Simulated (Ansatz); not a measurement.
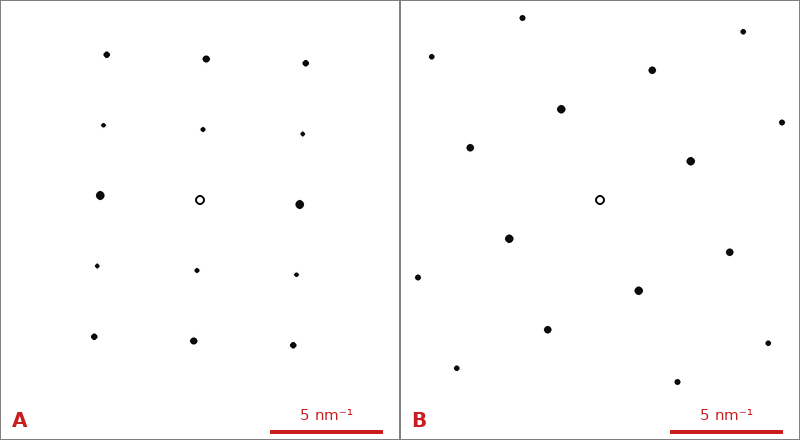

Kinematic electron diffraction patterns (120 kV, B = 0.5 Å², same scale, each along a low-index zone) of two structures of composition AsIr, each relaxed at zero pressure with DFT PBE, scalar-relativistic, plane waves, PAW in Ansatz.

The structures (standard cells):
1. Fd-3m (No. 227), a = 6.361 Å, 16 atoms; generated start, possibly hypothetical
2. Pm-3m (No. 221), a = 3.149 Å, 2 atoms; generated start, possibly hypothetical

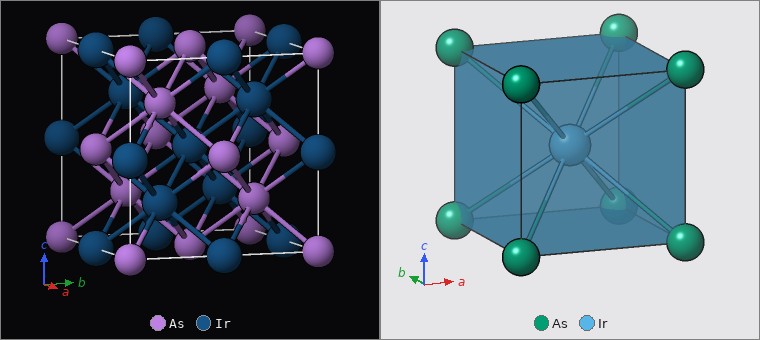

Drawings of the structures 1 to 2, from left to right (each may span several cells).

**Which pattern belongs to which structure, and along which zone?**

A is structure 2 along [110] or an equivalent direction: rectangular net of 0 0 1 at d = 3.15 Å and 1 -1 0 at d = 2.23 Å, 90.0° apart. B is structure 1 along [001] or an equivalent direction: square net of 2 -2 0 at d = 2.25 Å and 2 2 0 at d = 2.25 Å, 90.0° apart (some points of this net are extinct or too weak to see).

**Which structure lies lowest at this level of theory, and by how much?**

Structure 2 (Pm-3m, 15.62 Å³ an atom) is the lowest of these; structure 1 (Fd-3m, 16.08 Å³ an atom) lies about 290 meV an atom higher. These are static energies at 0 K; other structures, not shown, may lie lower still.
